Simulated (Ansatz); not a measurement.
# CH₈N₂SSi: one species, many methods, part 1 of 2

Aim: compute CH₈N₂SSi with functionals from several rungs and with coupled cluster. The yardstick is the atomisation energy at the CCSD(T) limit.

Method: functionals in def2-TZVPP, the program's frozen cores in correlated methods; program: Ansatz 0.2.0, Gaussian basis.

Plan: PBE-D4, r2SCAN-D4, PBE0-D4, B3LYP-D4, ωB97X-V, ωB97M-V, B2PLYP; CCSD(T)/def2-TZVPP; MP2/def2-QZVPP; extrapolation to the limit.

## (1) Structure used throughout

All runs share one geometry, relaxed beforehand with PBE0-D4 in a triple-zeta def2 set.

SMILES `C[Si](N)(N)S`, 13 atoms, charge 0, spin multiplicity 1.

Atoms are counted from 1 here; the program's logs count them from 0.

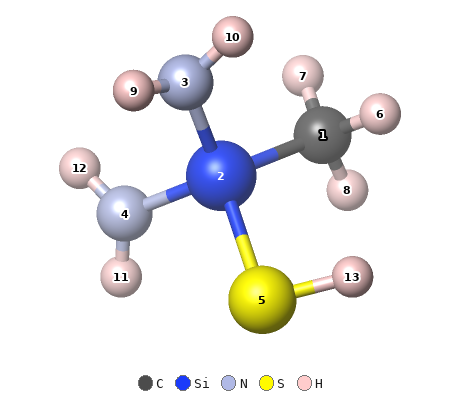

The geometry (carbon dark grey, silicon blue, nitrogen light blue, sulfur yellow, hydrogen pink); atoms are numbered from 1 in the order of the file.

## (2) PBE-D4 (GGA)

The input, in.yaml:

```yaml
crystal:
  periodic: [false, false, false]
  atoms:
    - {symbol: C, position_ang: [-1.414807, 0.276653, 0.614474]}
    - {symbol: Si, position_ang: [0.243586, -0.012008, -0.189308]}
    - {symbol: N, position_ang: [1.342252, -0.329802, 1.085640]}
    - {symbol: N, position_ang: [0.423182, -1.318793, -1.272092]}
    - {symbol: S, position_ang: [0.647656, 1.665496, -1.488511]}
    - {symbol: H, position_ang: [-1.399098, 1.151907, 1.270269]}
    - {symbol: H, position_ang: [-1.699032, -0.591230, 1.215483]}
    - {symbol: H, position_ang: [-2.185307, 0.438499, -0.141933]}
    - {symbol: H, position_ang: [2.320389, -0.451974, 0.874571]}
    - {symbol: H, position_ang: [1.222561, 0.136013, 1.970667]}
    - {symbol: H, position_ang: [0.085110, -1.276138, -2.217799]}
    - {symbol: H, position_ang: [0.516141, -2.260835, -0.931292]}
    - {symbol: H, position_ang: [-0.082333, 2.537611, -0.775367]}
basis:
  gaussian: {orbitals: def2-TZVPP}
hamiltonian: {xc: pbe, dispersion: d4}
output: {forces: true, orbitals: {seedname: orbitals}}
```

On the command line:

```console
> ansatz run in.yaml --threads 4 --pin off --events-out ev --progress --plain --max-ram 10444MiB
```

Standard output, cut to the lines that bear on the results:

```text
Functional definition: PBE
  name "PBE"
  cite "Perdew, Burke & Ernzerhof, Phys. Rev. Lett. 77, 3865 (1996) doi:10.1103/PhysRevLett.77.3865"
  parent pbe
[...]
1534 factors; their error is unknown
[...]
mean field -22852.11230425 eV, -839.7996374632 hartree, gradient 4.3e-5 eV, S^2 0.000000; 0 other end points of the search recorded, 0 dependent functions left out
[...]
reference -22852.11234780 eV, -839.7996390637 hartree; 29, 29 occupied and 260, 260 virtual orbitals, 1534 factors
Total energy: -22852.43822270 eV, -839.8116147452 hartree
Atom 0 at    -1.414807     0.276653     0.614474 Å, force     0.008069    -0.007716     0.017904 eV/Å
Atom 1 at     0.243586    -0.012008    -0.189308 Å, force    -0.149398     0.187401     0.004498 eV/Å
Atom 2 at     1.342252    -0.329802     1.085640 Å, force    -0.058354    -0.216040     0.046857 eV/Å
Atom 3 at     0.423182    -1.318793    -1.272092 Å, force     0.136592     0.023253    -0.030086 eV/Å
Atom 4 at     0.647656     1.665496    -1.488511 Å, force     0.194217     0.024106    -0.311161 eV/Å
Atom 5 at    -1.399098     1.151907     1.270269 Å, force    -0.009698     0.164517     0.125265 eV/Å
Atom 6 at    -1.699032    -0.591230     1.215483 Å, force    -0.065551    -0.158597     0.116709 eV/Å
Atom 7 at    -2.185307     0.438499    -0.141933 Å, force    -0.141813     0.029569    -0.135579 eV/Å
Atom 8 at     2.320389    -0.451974     0.874571 Å, force     0.335827    -0.033060    -0.054236 eV/Å
Atom 9 at     1.222561     0.136013     1.970667 Å, force    -0.027393     0.154958     0.303029 eV/Å
Atom 10 at     0.085110    -1.276138    -2.217799 Å, force    -0.112133     0.003153    -0.320350 eV/Å
Atom 11 at     0.516141    -2.260835    -0.931292 Å, force     0.029352    -0.326080     0.099606 eV/Å
Atom 12 at    -0.082333     2.537611    -0.775367 Å, force    -0.139717     0.154537     0.137544 eV/Å
Dipole moment:    -0.107429    -0.200857     0.287580 e Å
```

Wall time 3.1 s (4 threads of Arm Neoverse V2, shared host); peak memory 0.43 GiB.

With the free atoms at this level, -22803.643 eV in sum, the atomisation energy is 1125.2 kcal/mol. HOMO -5.60 eV, LUMO -0.28 eV.

## (3) r2SCAN-D4 (meta-GGA)

in.yaml: that of step 2 with these lines changed.

```diff
@@ -18,3 +18,3 @@
   gaussian: {orbitals: def2-TZVPP}
-hamiltonian: {xc: pbe, dispersion: d4}
+hamiltonian: {xc: r2scan, dispersion: d4}
 output: {forces: true, orbitals: {seedname: orbitals}}
```

The command is unchanged.

Standard output, cut to the lines that bear on the results:

```text
Functional definition: r2SCAN
  name "r2SCAN"
  cite "Furness, Kaplan, Ning, Perdew & Sun, J. Phys. Chem. Lett. 11, 8208 (2020) doi:10.1021/acs.jpclett.0c02405"
  cite "Furness, Kaplan, Ning, Perdew & Sun, J. Phys. Chem. Lett. 11, 9248 (2020) doi:10.1021/acs.jpclett.0c03077"
  parent r2scan
[...]
1534 factors; their error is unknown
[...]
mean field -22862.49257023 eV, -840.1811052019 hartree, gradient 6.7e-5 eV, S^2 0.000000; 0 other end points of the search recorded, 0 dependent functions left out
[...]
reference -22862.49258283 eV, -840.1811056648 hartree; 29, 29 occupied and 260, 260 virtual orbitals, 1534 factors
Total energy: -22862.57424729 eV, -840.1841067784 hartree
Atom 0 at    -1.414807     0.276653     0.614474 Å, force     0.004309    -0.009486     0.000374 eV/Å
Atom 1 at     0.243586    -0.012008    -0.189308 Å, force    -0.040394     0.012042     0.019687 eV/Å
[...]
Atom 3 at     0.423182    -1.318793    -1.272092 Å, force     0.030494     0.014319     0.001792 eV/Å
Atom 4 at     0.647656     1.665496    -1.488511 Å, force     0.014847     0.061272    -0.065217 eV/Å
Atom 5 at    -1.399098     1.151907     1.270269 Å, force    -0.015242    -0.015305    -0.005563 eV/Å
Atom 6 at    -1.699032    -0.591230     1.215483 Å, force    -0.010299     0.021084    -0.001799 eV/Å
Atom 7 at    -2.185307     0.438499    -0.141933 Å, force     0.003952    -0.000485     0.029097 eV/Å
Atom 8 at     2.320389    -0.451974     0.874571 Å, force     0.029852     0.013250     0.020046 eV/Å
Atom 9 at     1.222561     0.136013     1.970667 Å, force     0.027027     0.015065     0.022072 eV/Å
Atom 10 at     0.085110    -1.276138    -2.217799 Å, force    -0.007318    -0.028491    -0.016868 eV/Å
Atom 11 at     0.516141    -2.260835    -0.931292 Å, force    -0.008213    -0.031174    -0.019138 eV/Å
Atom 12 at    -0.082333     2.537611    -0.775367 Å, force     0.000438     0.002884     0.003622 eV/Å
Dipole moment:    -0.118008    -0.200143     0.298222 e Å
```

Run time: 4.8 s. Hardware: 4 threads of Arm Neoverse V2, shared host; peak memory 0.47 GiB.

With the free atoms at this level, -22814.552 eV in sum, the atomisation energy is 1107.4 kcal/mol. HOMO -5.89 eV, LUMO 0.23 eV.

## (4) PBE0-D4 (hybrid)

in.yaml: that of step 3 with these lines changed.

```diff
@@ -18,3 +18,3 @@
   gaussian: {orbitals: def2-TZVPP}
-hamiltonian: {xc: r2scan, dispersion: d4}
-output: {forces: true, orbitals: {seedname: orbitals}}
+hamiltonian: {xc: pbe0, dispersion: d4}
+output: {orbitals: {seedname: orbitals}}
```

The command is unchanged.

Standard output:

```text
Functional definition: PBE0
  name "PBE0"
  cite "Adamo & Barone, J. Chem. Phys. 110, 6158 (1999) doi:10.1063/1.478522"
  cite "Perdew, Burke & Ernzerhof, Phys. Rev. Lett. 77, 3865 (1996) doi:10.1103/PhysRevLett.77.3865"
  parent pbe
  parameter a = 0.25
  parameter kappa = 0.804
  parameter beta = 0.06672455060314922
  exchange = (1 - a)*pbe_x(kappa = kappa, mu = beta*pi^2/3) + a*exact_x
  correlation = pbe_c(beta = beta)
1568 factors; their error is unknown
mean field evaluation 1: about -22838.9850 eV, gradient 8.9e1 eV
mean field evaluation 2: about -22826.0656 eV, gradient 1.1e2 eV
mean field evaluation 4: about -22854.2028 eV, gradient 5.5e0 eV
mean field evaluation 8: about -22854.2688 eV, gradient 6.3e-2 eV
mean field evaluation 16: about -22854.2985 eV, gradient 1.0e-4 eV
mean field -22854.29850188 eV, -839.8799787442 hartree, gradient 2.0e-5 eV, S^2 0.000000; 0 other end points of the search recorded, 0 dependent functions left out
reference -22854.29853461 eV, -839.8799799471 hartree; 29, 29 occupied and 260, 260 virtual orbitals, 1568 factors
Total energy: -22854.57613360 eV, -839.8901815218 hartree
```

Run time: 3.2 s. Hardware: 4 threads of Arm Neoverse V2, shared host; peak memory 0.84 GiB.

With the free atoms at this level, -22806.530 eV in sum, the atomisation energy is 1108.0 kcal/mol. HOMO -6.89 eV, LUMO 0.57 eV.

## (5) B3LYP-D4 (hybrid)

B3LYP here takes the VWN-RPA correlation.

in.yaml: that of step 4 with these lines changed.

```diff
@@ -18,3 +18,3 @@
   gaussian: {orbitals: def2-TZVPP}
-hamiltonian: {xc: pbe0, dispersion: d4}
-output: {orbitals: {seedname: orbitals}}
+hamiltonian: {xc: {name: B3LYP}, dispersion: d4}
+output: {forces: true, orbitals: {seedname: orbitals}}
```

The command is unchanged.

Standard output, cut to the lines that bear on the results:

```text
Functional definition: B3LYP
  name "B3LYP"
  cite "Stephens, Devlin, Chabalowski & Frisch, J. Phys. Chem. 98, 11623 (1994) doi:10.1021/j100096a001"
  cite "Becke, Phys. Rev. A 38, 3098 (1988) doi:10.1103/PhysRevA.38.3098"
  cite "Lee, Yang & Parr, Phys. Rev. B 37, 785 (1988) doi:10.1103/PhysRevB.37.785"
  cite "Vosko, Wilk & Nusair, Can. J. Phys. 58, 1200 (1980) doi:10.1139/p80-159"
[...]
1549 factors; their error is unknown
[...]
mean field -22867.41802662 eV, -840.3621123855 hartree, gradient 4.8e-5 eV, S^2 0.000000; 0 other end points of the search recorded, 0 dependent functions left out
[...]
reference -22867.41831430 eV, -840.3621229577 hartree; 29, 29 occupied and 260, 260 virtual orbitals, 1549 factors
Total energy: -22867.94260835 eV, -840.3813904085 hartree
Atom 0 at    -1.414807     0.276653     0.614474 Å, force    -0.108111    -0.002558     0.044765 eV/Å
[...]
Atom 3 at     0.423182    -1.318793    -1.272092 Å, force    -0.014387    -0.081024    -0.051092 eV/Å
Atom 4 at     0.647656     1.665496    -1.488511 Å, force     0.019703     0.148500    -0.072785 eV/Å
Atom 5 at    -1.399098     1.151907     1.270269 Å, force    -0.014176    -0.045253    -0.029062 eV/Å
Atom 6 at    -1.699032    -0.591230     1.215483 Å, force    -0.004619     0.051405    -0.024014 eV/Å
Atom 7 at    -2.185307     0.438499    -0.141933 Å, force     0.027791    -0.008344     0.053854 eV/Å
Atom 8 at     2.320389    -0.451974     0.874571 Å, force     0.008452    -0.005764     0.032541 eV/Å
Atom 9 at     1.222561     0.136013     1.970667 Å, force     0.026978    -0.012806     0.015532 eV/Å
Atom 10 at     0.085110    -1.276138    -2.217799 Å, force     0.007398    -0.032397    -0.004474 eV/Å
Atom 11 at     0.516141    -2.260835    -0.931292 Å, force     0.001374    -0.015317    -0.031980 eV/Å
Atom 12 at    -0.082333     2.537611    -0.775367 Å, force     0.016007     0.021603    -0.024684 eV/Å
Dipole moment:    -0.112893    -0.192829     0.287214 e Å
```

Wall time 5 s (4 threads of Arm Neoverse V2, shared host); peak memory 0.97 GiB.

With the free atoms at this level, -22819.717 eV in sum, the atomisation energy is 1112.1 kcal/mol. HOMO -6.64 eV, LUMO 0.24 eV.

## (6) ωB97X-V (range-separated)

in.yaml: that of step 5 with these lines changed.

```diff
@@ -18,3 +18,3 @@
   gaussian: {orbitals: def2-TZVPP}
-hamiltonian: {xc: {name: B3LYP}, dispersion: d4}
-output: {forces: true, orbitals: {seedname: orbitals}}
+hamiltonian: {xc: {name: wB97X-V}}
+output: {orbitals: {seedname: orbitals}}
```

The command is unchanged.

Standard output, cut to the lines that bear on the results:

```text
Functional definition: wB97X-V
  name "wB97X-V"
  cite "Mardirossian & Head-Gordon, Phys. Chem. Chem. Phys. 16, 9904 (2014) doi:10.1039/C3CP54374A"
  cite "Becke, J. Chem. Phys. 107, 8554 (1997) doi:10.1063/1.475007"
  cite "Vydrov & Van Voorhis, J. Chem. Phys. 133, 244103 (2010) doi:10.1063/1.3521275"
[...]
      + integral(e_c_pw_opposite_spin*poly(b97_u_opposite, cos0, cos1)) + vv10(b, c)
1544 factors; their error is unknown
363 factors; integrals over basis functions are off by at most 1.0e-5 eV
[...]
mean field -22862.13158551 eV, -840.1678392580 hartree, gradient 7.5e-5 eV, S^2 0.000000; 0 other end points of the search recorded, 0 dependent functions left out
reference -22862.13158338 eV, -840.1678391798 hartree; 29, 29 occupied and 260, 260 virtual orbitals, 1544 factors
Total energy: -22862.13158338 eV, -840.1678391798 hartree
```

It took 8 s on 4 threads of Arm Neoverse V2, shared host; peak memory 1 GiB.

With the free atoms at this level, -22813.723 eV in sum, the atomisation energy is 1116.3 kcal/mol. HOMO -9.28 eV, LUMO 2.44 eV.

(Continued in part 2 of 2.)
